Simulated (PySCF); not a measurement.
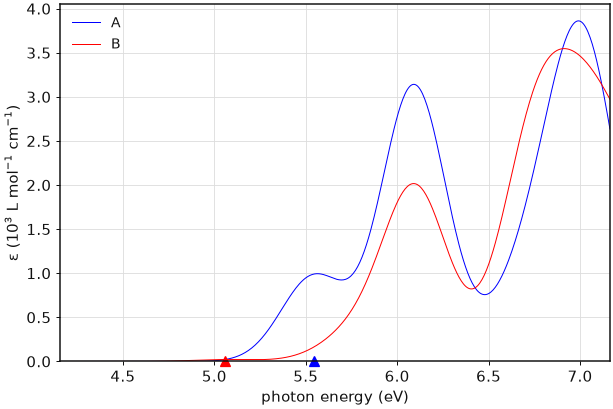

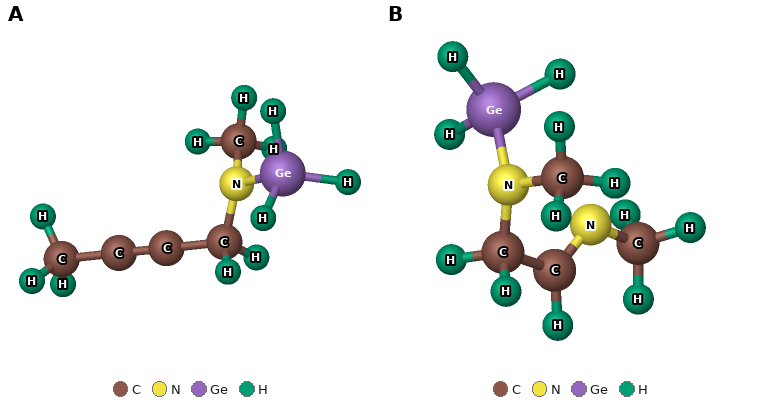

Related molecules: A is C₅H₁₁GeN, SMILES CC#CC[N](C)[GeH3], singlet; B is C₄H₁₂GeN₂, SMILES C/N=C/C[N](C)[GeH3], singlet. Vertical TDDFT absorption, CAM-B3LYP/def2-SVPD, PySCF, at a PBE0-D3(BJ)/def2-SVP geometry (no frequency check); Gaussians of 1/e half-width 0.25 eV, triangles mark S1, and the range ends where the computed states of one molecule run out.

### How does the lowest singlet move?

A: 5.54 eV (f = 0.015, mainly HOMO → LUMO (52 %)); B: 5.06 eV (f = 0.000, mainly HOMO → LUMO (61 %)). From A to B it shifts 0.49 eV to the red.

### And the brightest state of each within the range drawn?

A: S2 at 6.09 eV, f = 0.05; B: S5 at 6.74 eV, f = 0.03.

Limits of at least one run: core orbitals are frozen in the response; one conformer of a flexible molecule; states above the negative HOMO energy depend on the basis.
